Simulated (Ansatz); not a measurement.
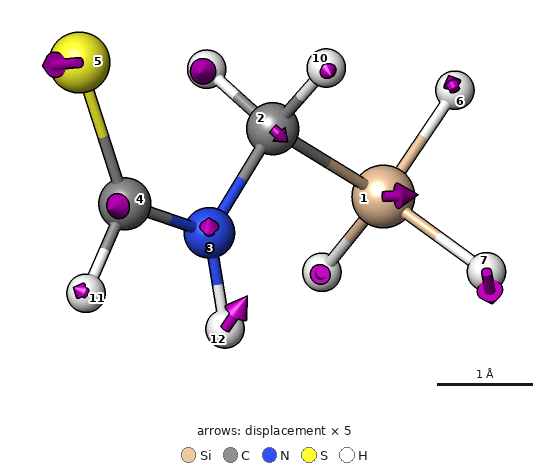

A relaxation of C2H7NSSi. The starting structure is drawn; purple arrows show the displacements, 5 times their true length. The two geometries are superimposed by the best rigid fit.

A ball-and-stick model, seen from a free direction.

The run prepares an end point of a later path (hydrogen shift) calculation, from a guessed geometry.

Level of theory: UKS B3LYP/6-31G* in Ansatz. Settings: collinear spin; force threshold 0.02 eV/Å; at most 50 steps.

What happened in the run?

Answer. The largest move after the best rigid fit is that of the S atom, 0.14 Å. Largest moves by element: S 0.14 Å, H 0.11 Å, Si 0.08 Å, C 0.08 Å, N 0.05 Å. Some distances before and after: H–Si 1.425 → 1.488 Å, C–H 1.140 → 1.094 Å, C–S 1.699 → 1.654 Å, C–N 1.304 → 1.345 Å. Bond angles that change, for instance: H–Si–H 103.7° → 109.7°, Si–C–H 104.3° → 109.7°, N–C–S 132.0° → 126.6°. After 6 geometry steps the energy has fallen by 37.8 kJ/mol. The largest force component goes from 3.9 to 0.013 eV/Å. The run took 39 s on 2 threads of Arm Neoverse V1 (shared host), peak memory 0.3 GiB.
